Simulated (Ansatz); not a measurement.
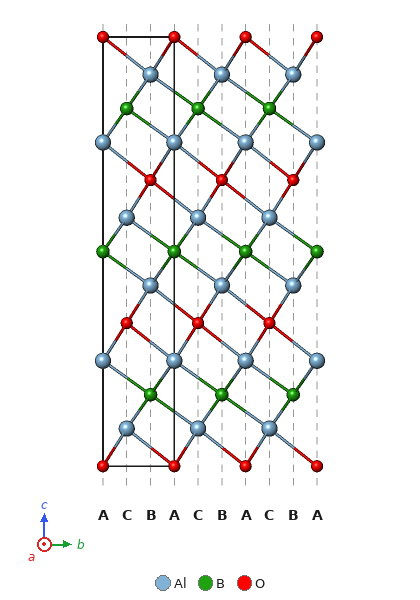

The picture looks along a close-packed row of the hexagonal mesh; c points upwards. The dashed lines mark the three columns A (0, 0), B (1/3, 2/3) and C (2/3, 1/3). The sequence starts with the first layer at or above the cell's origin.

Al2BO: coordinates from a relaxation with DFT PBE, scalar-relativistic, plane waves, PAW in Ansatz 0.2.0; the starting structure was generated, so it need not be a known form of this composition.

**Give the sequence of layers in one repeat, with element and column.**

O(A) – Al(C) – B(B) – Al(A) – O(C) – Al(B) – B(A) – Al(C) – O(B) – Al(A) – B(C) – Al(B) (twelve layers in 15.69 Å).

Heights of the layers:

| layer | atoms (column) | height (Å) | to next (Å) |
| --- | --- | --- | --- |
| 1 | O(A) | 0.00 | 1.38 |
| 2 | Al(C) | 1.38 | 1.24 |
| 3 | B(B) | 2.61 | 1.24 |
| 4 | Al(A) | 3.85 | 1.38 |
| 5 | O(C) | 5.23 | 1.38 |
| 6 | Al(B) | 6.60 | 1.24 |
| 7 | B(A) | 7.84 | 1.24 |
| 8 | Al(C) | 9.08 | 1.38 |
| 9 | O(B) | 10.46 | 1.38 |
| 10 | Al(A) | 11.83 | 1.24 |
| 11 | B(C) | 13.07 | 1.24 |
| 12 | Al(B) | 14.31 | 1.38 |
